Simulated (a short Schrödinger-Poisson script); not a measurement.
System: MOS inversion layer, SiO2 on p-type Si(100), at 300 K.

```csv
layer,material,thickness (nm),Na (cm⁻³)
1,SiO2,2.1,-
2,Si,700,3.8e17
```

Constants are typed, rounded textbook-type inputs, not results; the design itself was drawn at random and stands for no fabricated device. SiO2: permittivity 3.9, conduction-band edge (eV) 3.15, gap (eV) 9, electron mass (mₑ) 0.5. Si: permittivity 11.7, conduction-band edge (eV) 0, gap (eV) 1.124, Nv at 300 K (cm⁻³) 3.1e19.

Channel valleys (confinement mass, in-plane density-of-states mass, number): Δ2 0.916, 0.19, 2; Δ4 0.19, 0.417, 4. At the gate the conduction-band edge of layer 1 lies 3.71 eV − eVg above the Fermi level of the channel; the field vanishes at the back. Gaps are held at their typed values at every temperature. Mesh 0.03 nm at interfaces.

Solved with a short Schrödinger-Poisson script written for these runs: 1D Poisson equation in equilibrium, electrons quantum, Hartree (BenDaniel-Duke, 12 states a valley, the channel's in-plane mass for all, wave functions free to enter the dielectric), parabolic valleys, classical holes, full ionisation, no traps, pinning or gate leakage.

Only gate voltages with over 1e8 electrons/cm² are shown.

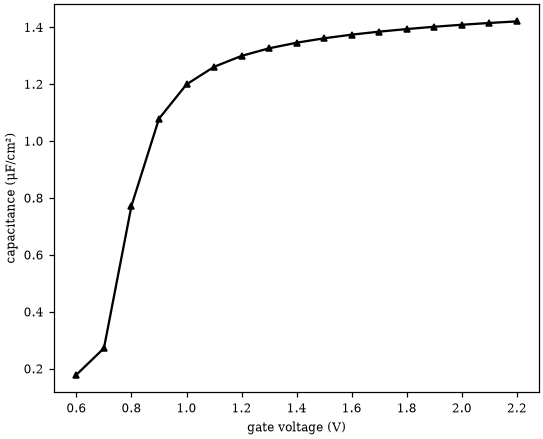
Figure: Quasi-static capacitance against gate voltage

```
Vg (V)  electrons (cm⁻²)  C (μF/cm²)  Δ2 E0 (meV)  Δ2 E1 (meV)  Δ4 E0 (meV)  Δ4 E1 (meV)
------  ----------------  ----------  -----------  -----------  -----------  -----------
0.6               9.64e8       0.179        233.3        291.2        277.3        373.1
0.8              2.68e11       0.773         85.7        148.7        133.3        236.2
1                1.53e12        1.20         36.5        107.0         89.6        198.0
1.2              3.09e12        1.30         14.0         91.9         72.4        185.3
1.4              4.74e12        1.35         -1.5         83.4         61.9        178.8
1.6              6.44e12        1.37        -13.9         77.7         54.1        174.6
1.8              8.17e12        1.39        -24.6         73.5         47.7        171.7
2                9.92e12        1.41        -34.1         70.1         42.3        169.6
2.2              1.17e13        1.42        -42.9         67.4         37.4        168.0
```

Subbands count from the Fermi level.
